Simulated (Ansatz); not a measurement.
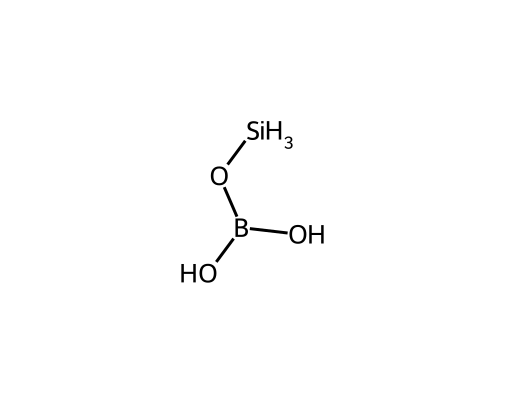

Simulated data, not a measurement (program: Ansatz).

Skeletal drawing of a molecule.

Q: Transcribe the drawing into SMILES.

A: OB(O)O[SiH3]

Q: Give the formula, hydrogens included.

A: BH5O3Si.

Q: An optimisation with PBE-D4/def2-SVP gave a structure of which point group?

A: Cs. Other conformers may differ.
